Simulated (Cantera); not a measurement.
Charge: 1 mol Si(CH3)4, 0.015 mol C3H8, 75 mol H2, at 100000 Pa.

These are equilibrium values from Cantera (NASA tables, ideal gas, pure condensed phases), not measurements of a reactor. Candidate condensed phases: C, C6H6, C7H8, C8H18, Si, SiC; 87 gas species. Kinetics and transport are ignored.

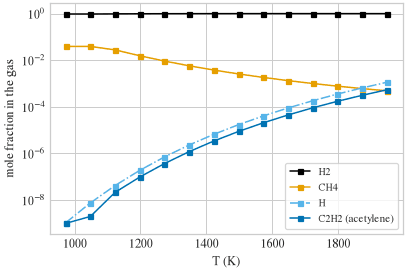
Figure: Equilibrium gas composition (values under 1e-9 drawn at 1e-9)

From 973 K to 1048 K the condensed part is SiC(s). From 1123 K to 1948 K the condensed part is C(graphite) + SiC(s).
